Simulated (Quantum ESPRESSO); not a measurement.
# Cs (Im-3m): from the cell to the phonon bands, part 2 of 3

How does Cs (Im-3m) vibrate, and is this structure a minimum?

Quantum ESPRESSO 7.5; DFT LDA, scalar-relativistic, plane waves, PseudoDojo norm-conserving pseudopotentials.

So far. Step 2 (A first look): No gap opens on this mesh, so smearing is kept; the start stands at -0.29 GPa. Step 4 (Ground state): The cell stands at 0 GPa, close enough for phonons. The relaxed cell has a = 5.765 Å (conventional setting).

### 5. Phonons on a q mesh

Linear response treats each wavevector in the unit cell, with no supercell; the 4×4×4 mesh fixes the range of the force constants to be had.

Contents of ph.in:

```
phonons
 &inputph
    prefix='x',
    outdir='./tmp',
    fildyn='x.dyn',
    tr2_ph=1.0d-18,
    alpha_mix(1)=0.4,
    nmix_ph=8,
    ldisp=.true.,
    nq1=4,
    nq2=4,
    nq3=4,
 /
```

Launch:

```sh
$ OMP_NUM_THREADS=1 mpirun -n 4 ph.x -nk 4 -in ph.in > ph.out
```

Log:

```text
[banners, grids, parts of the stress and lines that vanish by symmetry left out]
[banner, memory and clock lines left out]
Program PHONON v.7.5

     ./tmp/x.save/

     IMPORTANT: XC functional enforced from input :
     Exchange-correlation= PW
                           (   1   4   0   0   0   0   0)
     Any further DFT definition will be discarded
     Please, verify this is what you really want

     G-vector sticks info

     Reading collected, re-writing distributed wavefunctions in ./tmp/

     Dynamical matrices for ( 4, 4, 4)  uniform grid of q-points
     (   8 q-points):
       N         xq(1)         xq(2)         xq(3)
       1   0.000000000   0.000000000   0.000000000
       2   0.000000000  -0.216506351   0.216506351
       3  -0.000000000   0.433012702  -0.433012702
       4  -0.216506351   0.649519053  -0.433012702
[...]
Number and degeneracy of irreps per q-point
       N         xq(1)         xq(2)         xq(3)   N irreps
       1   0.000000000   0.000000000   0.000000000       1
        3
       2   0.000000000  -0.216506351   0.216506351       3
     No degeneracy
       3  -0.000000000   0.433012702  -0.433012702       3
     No degeneracy
       4  -0.216506351   0.649519053  -0.433012702       3
     No degeneracy
       5   0.000000000   0.000000000   0.433012702       2
        1   2
       6  -0.000000000   0.649519053  -0.216506351       3
     No degeneracy
       7   0.433012702  -0.433012702   0.433012702       1
        3
       8  -0.000000000   0.000000000  -0.866025404       1
        3

     Calculation of q =    0.0000000   0.0000000   0.0000000

     phonons

     bravais-lattice index     =            0
     lattice parameter (alat)  =       9.4350  a.u.
     unit-cell volume          =     646.5440 (a.u.)^3
     number of atoms/cell      =            1
     number of atomic types    =            1
     kinetic-energy cut-off    =      53.0000  Ry
     charge density cut-off    =     212.0000  Ry
     convergence threshold     =      1.0E-18
     beta                      =       0.4000
     number of iterations used =            8
     Exchange-correlation= PW
                           (   1   4   0   0   0   0   0)

     celldm(1)=    9.43496  celldm(2)=    0.00000  celldm(3)=    0.00000
     celldm(4)=    0.00000  celldm(5)=    0.00000  celldm(6)=    0.00000

     crystal axes: (cart. coord. in units of alat)
               a(1) = (  0.5774  0.5774  0.5774 )
               a(2) = ( -0.5774  0.5774  0.5774 )
               a(3) = ( -0.5774 -0.5774  0.5774 )

     reciprocal axes: (cart. coord. in units 2 pi/alat)
               b(1) = (  0.8660  0.0000  0.8660 )
               b(2) = ( -0.8660  0.8660  0.0000 )
               b(3) = (  0.0000 -0.8660  0.8660 )

     Atoms inside the unit cell:

     Cartesian axes

     site n.  atom      mass           positions (alat units)
        1  Cs    132.9055   tau(    1) = (    0.00000    0.00000    0.00000  )

     Computing dynamical matrix for
                    q = (   0.0000000   0.0000000   0.0000000 )

     49 Sym.Ops. (with q -> -q+G )

     G cutoff =  478.0310  (  33573 G-vectors)     FFT grid: ( 45, 45, 45)

     number of k points=    29  Marzari-Vanderbilt smearing, width (Ry)=  0.0200

     PseudoPot. # 1 for Cs read from file:
     ./pseudo/Cs.upf
     Pseudo is Norm-conserving + core correction, Zval =  9.0

     Mode symmetry, O_h (m-3m)  point group:

     Atomic displacements:
     There are    1 irreducible representations

     Representation     1      3 modes -  To be done

     Alpha used in Ewald sum =   2.2000

     Representation #   1 modes #   1   2   3

     Self-consistent Calculation
      iter #   1   av.it.:   5.0
      thresh= 1.000E-02 alpha_mix =  0.400 |ddv_scf|^2 =  1.186E-07
      iter #   2   av.it.:   9.4
      thresh= 3.444E-05 alpha_mix =  0.400 |ddv_scf|^2 =  7.951E-09
      iter #   3   av.it.:  10.6
      thresh= 8.917E-06 alpha_mix =  0.400 |ddv_scf|^2 =  3.348E-10
      iter #   4   av.it.:  11.1
      thresh= 1.830E-06 alpha_mix =  0.400 |ddv_scf|^2 =  2.208E-13
[...]
End of self-consistent calculation

     Convergence has been achieved

     Number of q in the star =    1
     List of q in the star:
[...]
Diagonalizing the dynamical matrix

     q = (    0.000000000   0.000000000   0.000000000 )

 **************************************************************************
     freq (    1) =      -0.010579 [THz] =      -0.352877 [cm-1]
     freq (    2) =      -0.010579 [THz] =      -0.352877 [cm-1]
     freq (    3) =      -0.010579 [THz] =      -0.352877 [cm-1]
 **************************************************************************

     Mode symmetry, O_h (m-3m)  point group:

     freq (   1-   3) =         -0.4  [cm-1]   --> T_1u G_15  G_4- I

     Calculation of q =    0.0000000  -0.2165064   0.2165064
     [... set-up and bands at k+q left out ...]

     Mode symmetry, C_2v (mm2)  point group:

     Atomic displacements:
     There are    3 irreducible representations

     Representation     1      1 modes -  To be done

     Representation     2      1 modes -  To be done

     Representation     3      1 modes -  To be done

     Message from routine init_vloc:
     Interpolation table for Vloc re-allocated

     Alpha used in Ewald sum =   2.2000

     Representation #   1 mode #   1

     Self-consistent Calculation

[...]
[... iterations left out ...]
[...]
End of self-consistent calculation

     Convergence has been achieved

     Representation #   2 mode #   2

     Self-consistent Calculation

[...]
[... iterations left out ...]
[...]
End of self-consistent calculation

     Convergence has been achieved

     Representation #   3 mode #   3

     Self-consistent Calculation

[...]
[... iterations left out ...]
[...]
End of self-consistent calculation

     Convergence has been achieved

     Number of q in the star =   12
     List of q in the star:
[...]
Diagonalizing the dynamical matrix

     q = (    0.000000000  -0.216506351   0.216506351 )

 **************************************************************************
     freq (    1) =       0.171225 [THz] =       5.711448 [cm-1]
     freq (    2) =       0.499632 [THz] =      16.665920 [cm-1]
     freq (    3) =       0.819690 [THz] =      27.341930 [cm-1]
 **************************************************************************

     Mode symmetry, C_2v (mm2)  point group:

     freq (   1-   1) =          5.7  [cm-1]   --> B_1  D_3  S_3
     freq (   2-   2) =         16.7  [cm-1]   --> B_2  D_4  S_4
     freq (   3-   3) =         27.3  [cm-1]   --> A_1  D_1  S_1

     Calculation of q =   -0.0000000   0.4330127  -0.4330127
     [... set-up and bands at k+q left out ...]

     Mode symmetry, D_2h (mmm)  point group:

     Atomic displacements:
     There are    3 irreducible representations

[...]
Alpha used in Ewald sum =   2.2000

     Representation #   1 mode #   1

[...]
[... iterations left out ...]
[...]
Convergence has been achieved

[...]
Convergence has been achieved

[...]
Convergence has been achieved

     Number of q in the star =    6
     List of q in the star:
[...]
Diagonalizing the dynamical matrix

     q = (   -0.000000000   0.433012702  -0.433012702 )

[...]
freq (    1) =       0.233106 [THz] =       7.775577 [cm-1]
     freq (    2) =       0.706580 [THz] =      23.568977 [cm-1]
     freq (    3) =       1.239818 [THz] =      41.355881 [cm-1]
[...]
Mode symmetry, D_2h (mmm)  point group:

     freq (   1-   1) =          7.8  [cm-1]   --> B_2u
     freq (   2-   2) =         23.6  [cm-1]   --> B_1u
     freq (   3-   3) =         41.4  [cm-1]   --> B_3u

     Calculation of q =   -0.2165064   0.6495191  -0.4330127
     [... set-up and bands at k+q left out ...]

     Mode symmetry, C_s (m)     point group:

     Atomic displacements:
     There are    3 irreducible representations

[...]
Alpha used in Ewald sum =   2.2000

[...]
Convergence has been achieved

[...]
Convergence has been achieved

[...]
Convergence has been achieved

     Number of q in the star =   24
     List of q in the star:
[...]
Diagonalizing the dynamical matrix

     q = (   -0.216506351   0.649519053  -0.433012702 )

[...]
freq (    1) =       0.437639 [THz] =      14.598081 [cm-1]
     freq (    2) =       0.830195 [THz] =      27.692335 [cm-1]
     freq (    3) =       1.108619 [THz] =      36.979551 [cm-1]
[...]
Mode symmetry, C_s (m)     point group:

     freq (   1-   1) =         14.6  [cm-1]   --> A'
     freq (   2-   2) =         27.7  [cm-1]   --> A''
     freq (   3-   3) =         37.0  [cm-1]   --> A'

     Calculation of q =    0.0000000   0.0000000   0.4330127
     [... set-up and bands at k+q left out ...]

     Mode symmetry, C_4v (4mm)  point group:

     Atomic displacements:
     There are    2 irreducible representations

[...]
Alpha used in Ewald sum =   2.2000

[...]
Convergence has been achieved

     Representation #   2 modes #   2   3

[...]
Convergence has been achieved

     Number of q in the star =    6
     List of q in the star:
[...]
Diagonalizing the dynamical matrix

     q = (    0.000000000   0.000000000   0.433012702 )

[...]
freq (    1) =       0.738269 [THz] =      24.625996 [cm-1]
     freq (    2) =       0.738269 [THz] =      24.625996 [cm-1]
     freq (    3) =       0.839743 [THz] =      28.010801 [cm-1]
[...]
Mode symmetry, C_4v (4mm)  point group:

     freq (   1-   2) =         24.6  [cm-1]   --> E    G_5 D_5
     freq (   3-   3) =         28.0  [cm-1]   --> A_1  G_1 D_1

     Calculation of q =   -0.0000000   0.6495191  -0.2165064
     [... set-up and bands at k+q left out ...]

     Mode symmetry, C_2v (mm2)  point group:

     Atomic displacements:
     There are    3 irreducible representations

[...]
Alpha used in Ewald sum =   2.2000

[...]
Convergence has been achieved

     Representation #   2 mode #   2

[...]
Convergence has been achieved

     Representation #   3 mode #   3

[...]
Convergence has been achieved

     Number of q in the star =   12
     List of q in the star:
[...]
Diagonalizing the dynamical matrix

     q = (   -0.000000000   0.649519053  -0.216506351 )

[...]
freq (    1) =       0.764494 [THz] =      25.500765 [cm-1]
     freq (    2) =       0.919884 [THz] =      30.684037 [cm-1]
     freq (    3) =       1.162160 [THz] =      38.765472 [cm-1]
[...]
Mode symmetry, C_2v (mm2)  point group:

     freq (   1-   1) =         25.5  [cm-1]   --> A_1  D_1  S_1
     freq (   2-   2) =         30.7  [cm-1]   --> B_1  D_3  S_3
     freq (   3-   3) =         38.8  [cm-1]   --> B_2  D_4  S_4

     Calculation of q =    0.4330127  -0.4330127   0.4330127
     [... set-up and bands at k+q left out ...]

     Mode symmetry, T_d (-43m)  point group:

     Atomic displacements:
     There are    1 irreducible representations

     Representation     1      3 modes -  To be done

     Alpha used in Ewald sum =   2.2000

     Representation #   1 modes #   1   2   3

     Self-consistent Calculation

[...]
[... iterations left out ...]
[...]
End of self-consistent calculation

     Convergence has been achieved

     Number of q in the star =    2
     List of q in the star:
[...]
2   0.433012702  -0.433012702  -0.433012702

     Diagonalizing the dynamical matrix

     q = (    0.433012702  -0.433012702   0.433012702 )

[...]
freq (    1) =       0.907900 [THz] =      30.284271 [cm-1]
     freq (    2) =       0.907900 [THz] =      30.284271 [cm-1]
     freq (    3) =       0.907900 [THz] =      30.284271 [cm-1]
[...]
Mode symmetry, T_d (-43m)  point group:

     freq (   1-   3) =         30.3  [cm-1]   --> T_2  G_15 P_4

     Calculation of q =   -0.0000000   0.0000000  -0.8660254
     [... set-up and bands at k+q left out ...]

     Mode symmetry, O_h (m-3m)  point group:

     Atomic displacements:
     There are    1 irreducible representations

     Representation     1      3 modes -  To be done

     Alpha used in Ewald sum =   2.2000

     Representation #   1 modes #   1   2   3

     Self-consistent Calculation

      iter #   1   av.it.:   5.1
      thresh= 1.000E-02 alpha_mix =  0.400 |ddv_scf|^2 =  4.462E-07

      [... iterations left out ...]
      iter #   9   av.it.:  11.6
      thresh= 1.444E-10 alpha_mix =  0.400 |ddv_scf|^2 =  3.314E-20

     End of self-consistent calculation

     Convergence has been achieved

     Number of q in the star =    1
     List of q in the star:
          1  -0.000000000   0.000000000  -0.866025404

     Diagonalizing the dynamical matrix

     q = (   -0.000000000   0.000000000  -0.866025404 )

 **************************************************************************
     freq (    1) =       1.096161 [THz] =      36.563991 [cm-1]
     freq (    2) =       1.096161 [THz] =      36.563991 [cm-1]
     freq (    3) =       1.096161 [THz] =      36.563991 [cm-1]
 **************************************************************************

     Mode symmetry, O_h (m-3m)  point group:

     freq (   1-   3) =         36.6  [cm-1]   --> T_1u G_15  G_4-


[key lines of the parts left out:]
the Fermi energy is     2.8650 ev
```

Wall time 47 min (4 MPI ranks of Intel Xeon at 2.50GHz (Skylake/Cascade Lake), shared host); 3.1 h of CPU time.

Numbers from this step:

| Quantity | Value |
| --- | --- |
| largest acoustic frequency at the zone centre before the sum rule | -0.35 cm⁻¹ |
| lowest mode on the q mesh (acoustic ones at the zone centre apart) | 5.71 cm⁻¹ |

Frequencies (cm⁻¹) at each irreducible wavevector; negative means imaginary. Frequencies by wavevector:

```tsv
q (fractions)	star	mode 1	mode 2	mode 3
0 0 0	1	-0.35	-0.35	-0.35
0 0 0.25	12	5.71	16.67	27.34
0 0 -0.5	6	7.78	23.57	41.36
0 0.25 -0.5	24	14.6	27.69	36.98
0.25 0.25 0.25	6	24.63	24.63	28.01
0.25 0.25 -0.5	12	25.5	30.68	38.77
0.25 -0.25 0.25	2	30.28	30.28	30.28
-0.5 -0.5 -0.5	1	36.56	36.56	36.56
```

The acoustic modes at Γ come out as far as 0.3 cm⁻¹ from zero, where they should vanish, a small numerical error.

### 6. Force constants in real space

The dynamical matrices of the mesh are Fourier-transformed to force constants in real space.

Contents of q2r.in:

```
 &input
    fildyn='x.dyn',
    zasr='simple',
    flfrc='x.fc',
 /
```

Launch:

```sh
$ q2r.x < q2r.in > q2r.out
```

Log:

```text
[banners, grids, parts of the stress and lines that vanish by symmetry left out]
[banner, memory and clock lines left out]
Program Q2R v.7.5

  reading grid info from file x.dyn0

  reading force constants from file x.dyn1
  Dielectric Tensor not found
  nqs=            1
 q=   0.00000000  0.00000000  0.00000000
  reading force constants from file x.dyn2
  nqs=           12
 q=   0.00000000 -0.21650635  0.21650635
[...]
reading force constants from file x.dyn7
  nqs=            2
[...]
q=   0.43301270 -0.43301270 -0.43301270
  reading force constants from file x.dyn8
  nqs=            1
 q=  -0.00000000  0.00000000 -0.86602540

      q-space grid ok, #points =   64

      fft-check success (sum of imaginary terms < 10^-12)
```

It took 0.83 s on 1 thread.

### 7. Dispersion

From the force constants any wavevector is cheap; points of the mesh come back as solved, but for the sum rule and, in polar crystals, the LO-TO term at Γ; the rest is interpolation.

Contents of matdyn.in:

```
 &input
    asr='simple',
    flfrc='x.fc',
    flfrq='x.freq',
    flvec='x.modes',
    q_in_band_form=.true.,
    q_in_cryst_coord=.true.,
 /
8
  0.0000000   0.0000000   0.0000000  12  ! GAMMA
  0.5000000   0.5000000  -0.5000000  12  ! H
  0.5000000  -0.0000000  -0.5000000  12  ! N
  0.0000000   0.0000000   0.0000000  12  ! GAMMA
  0.7500000   0.2500000  -0.2500000  12  ! P
  0.5000000   0.5000000  -0.5000000   1  ! H
  0.7500000   0.2500000  -0.2500000  12  ! P
  0.5000000  -0.0000000  -0.5000000   1  ! N
```

Launch:

```sh
$ matdyn.x -in matdyn.in > matdyn.out
```

Log:

```text
[banner, memory and clock lines left out]
Program MATDYN v.7.5

 mass for atomic type   1 not given; uses mass from file x.fc
     Message from routine matdyn:
     Z* not found in file x.fc, TO-LO splitting at q=0 will be absent!
     Message from routine matdyn:
     Z* not found in file x.fc, TO-LO splitting at q=0 will be absent!

Note: The following floating-point exceptions are signalling: IEEE_UNDERFLOW_FLAG
```

It took 0.71 s on 1 thread.

Read from the output:

```yaml
lowest_frequency_on_the_path: 0 cm⁻¹
mean_frequency: 25.4 cm⁻¹
debye_temperature_second_moment: 50 K
logarithmic_mean_frequency: 23.1 cm⁻¹
```

Matdyn.x, sum rule simple. The phonon branches at the labelled points (cm⁻¹):

```tsv
point	branch 1	branch 2	branch 3
Γ	0	0	0
H	37	37	37
N	8	24	41
Γ	0	0	0
P	30	30	30
H	37	37	37
jump to P	30	30	30
N	8	24	41
```

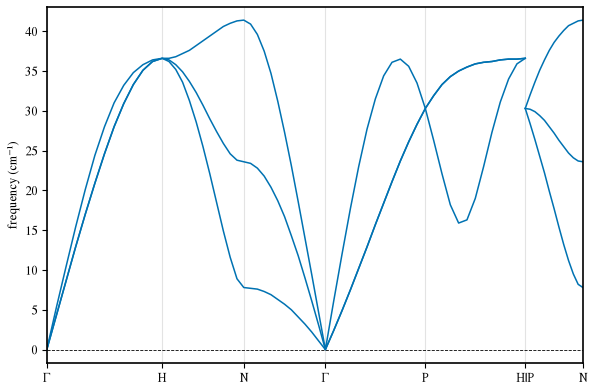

Phonon branches along the path.

(Part 2 of 3 ends here.)

[Host names and launcher messages were left out of these logs when they were recorded.]

[Logs are printed without paths, hosts, clocks, repeated set-up lines and the standing remarks that a program may print on its own settings, such as how far it seeks lower states.]

[Hosts, paths, dates, database ids (printed as entryN), source tags and the programs' standing remarks are cut or masked in the printed files.]
